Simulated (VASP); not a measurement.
Band structure of Cr (space group Im-3m). Computed with PBE GGA, VASP's PBE PAW potentials (set 64) (plane waves; VASP 6.6.1).

The moments were started parallel, and other spin orders were not tried in this run.

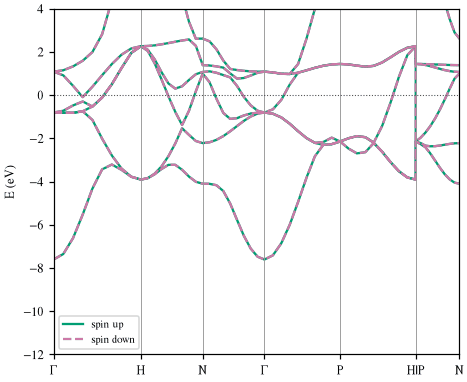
Figure: Bands along high-symmetry lines, zero at the valence-band maximum or, without a gap, the Fermi level

**Question.** Read the plot: is there a gap, and where are the band edges?

**Answer.** It has no gap at this level: it comes out as a metal or semimetal.

The structure was generated: Cr was put into an ordered model structure, which need not be its known phase. The cell was not relaxed at this level.
